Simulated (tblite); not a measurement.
# C8H12SSi: the cost of one run

The runs use tblite 0.8.0 and PySCF 2.14.0, with density-fitted response routines of our own; the level of theory stands in each step. All values are computed, except where a source is named. Atoms count from 0, in the outputs and in this text.

## (1) Starting geometry

22 atoms, charge 0, multiplicity 1; geometry from: force field or distance geometry start.

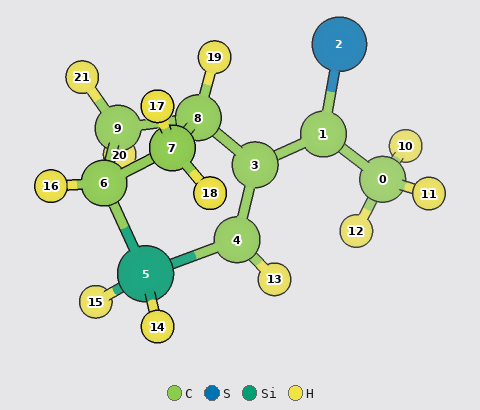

As it starts; carbon green, sulfur blue, silicon teal, hydrogen yellow, atoms numbered; sticks join atoms by distance.

## (2) Relaxing the molecule with GFN2-xTB

What the job is given:

```
{"job": {"kind": "relax", "xc": "GFN2-xTB", "basis": "xTB"}, "charge": 0, "multiplicity": 1}
C      3.194600    -0.279900     0.684600
C      2.116900     0.321200    -0.172900
S      2.606400     1.304300    -1.361100
C      0.710400     0.085600    -0.006700
C      0.206200    -0.724300     0.968000
Si    -1.639200    -0.999600     1.073400
C     -2.271400     0.070400    -0.354200
C     -1.458600     1.345100    -0.169400
C     -0.314700     0.700800    -0.883100
C     -1.313100    -0.276600    -1.457200
H      4.080700    -0.545800     0.057200
H      3.490000     0.451100     1.462800
H      2.819400    -1.220300     1.136700
H      0.857600    -1.213900     1.668700
H     -2.194800    -0.481800     2.326100
H     -1.976000    -2.379400     0.795400
H     -3.316400     0.112400    -0.519500
H     -1.912400     2.228900    -0.642300
H     -1.256400     1.517800     0.915000
H      0.108700     1.380500    -1.652300
H     -0.896000    -1.291900    -1.382100
H     -1.652300    -0.085200    -2.488000
```

On the command line:

```bash
> OMP_NUM_THREADS=1 python probes_run.py task.json out
```

This one command runs all jobs of the session in turn.

Q: Estimate the wall time and peak memory of this first job on 1 thread of Arm Neoverse N1, shared host.

About 1.3 s, with a peak of 0.18 GiB.
